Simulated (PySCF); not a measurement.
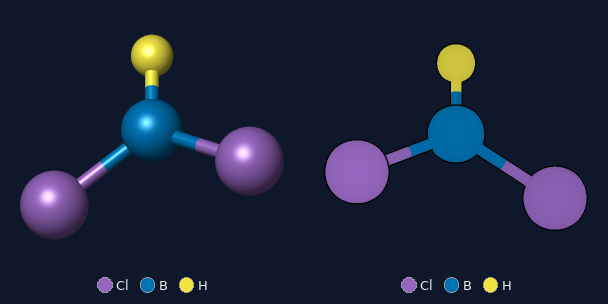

The same structure drawn twice, from different directions.

**Which formula does it have?**

BCl₂H, 4 atoms: 1 boron, 2 chlorine and 1 hydrogen.

**How many bonds of each kind are drawn?**

2 B–Cl, 1 B–H.

The parts below concern this one geometry. Atoms keep their numbers from picture to picture. Computed geometry: PBE0-D3(BJ)/def2-SVP optimisation. No frequency run is at hand to confirm it as a minimum.

Symmetry

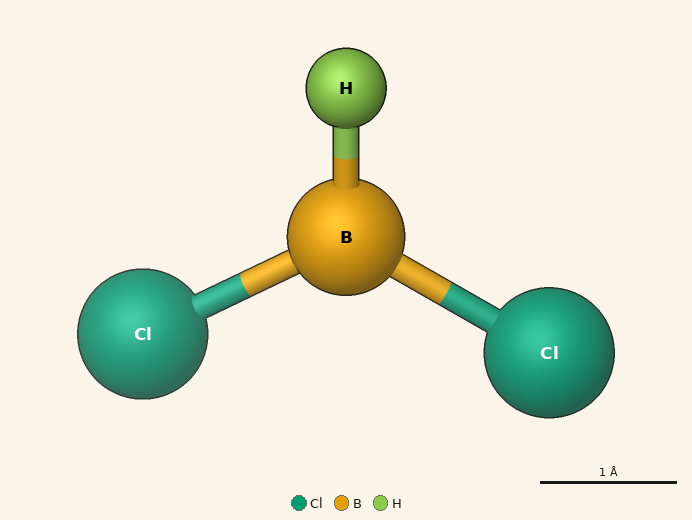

Distant atoms are faded towards the background colour. No frequency run is at hand to confirm it as a minimum. Masses are those of the most abundant isotopes; constants are for the rigid equilibrium geometry.

**What kind of rotor is it, and what are its rotational constants in cm⁻¹?**

An asymmetric top (C2v): A = 1.56, B = 0.106, C = 0.0989 cm⁻¹. Ray's parameter κ is −0.99, close to the prolate limit.

Electronic properties

No frequency run is at hand to confirm it as a minimum. Level of theory: CAM-B3LYP/def2-SVPD in chloroform (IEF-PCM) (PySCF 2.14.0). Excitations: vertical, linear response.

**Estimate the mean static polarisability.**

50.9 bohr³.

**What is the brightest of the 6 lowest singlets?**

7.02 eV.

**Estimate the HOMO energy (Kohn–Sham orbital).**

−10.68 eV.

**What is the HOMO–LUMO gap?**

10.09 eV.

NMR shielding

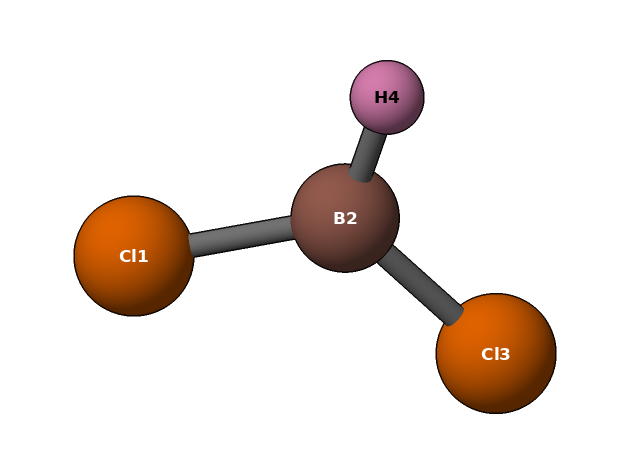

No frequency run is at hand to confirm it as a minimum. Method: GIAO PBE0/pcSseg-1 NMR shielding, non-relativistic, IEF-PCM water (PySCF 2.14.0). Principal shieldings σ11 ≤ σ22 ≤ σ33, span Ω = σ33 − σ11, skew κ = 3(σiso − σ22)/Ω.

Give the shielding tensors of the B atoms.

```tsv
atom	σ11	σ22	σ33	σiso	Ω	κ
B2	7.6	17.3	93.7	39.5	86.1	0.77
```

Shieldings and span in ppm.

Bond orders

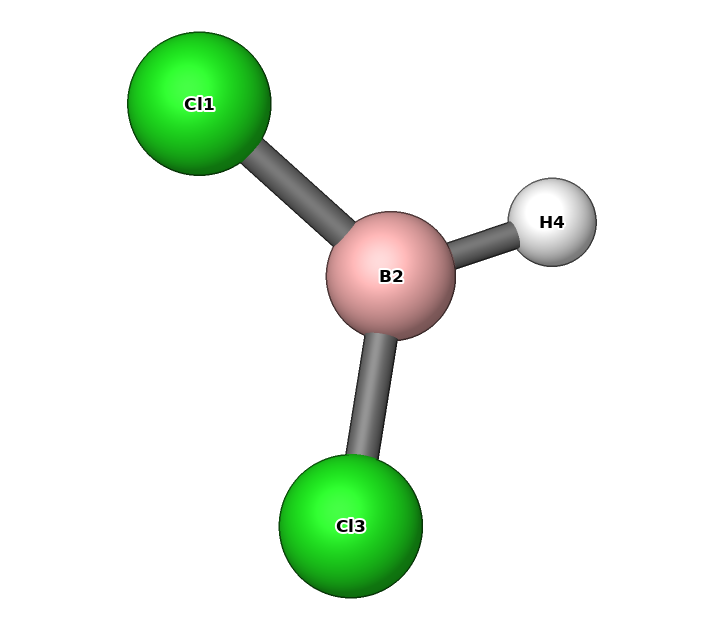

The thickness of each stick grows with its Mayer bond order. No frequency run is at hand to confirm it as a minimum. Computed with PBE0/pcSseg-1 in chloroform (IEF-PCM) (PySCF 2.14.0).

List the Mayer bond orders of Cl1–B2, B2–H4 (one bond of each equivalent set).

```csv
bond,Mayer order,length (Å)
Cl1–B2,1.18,1.739
B2–H4,0.95,1.200
```
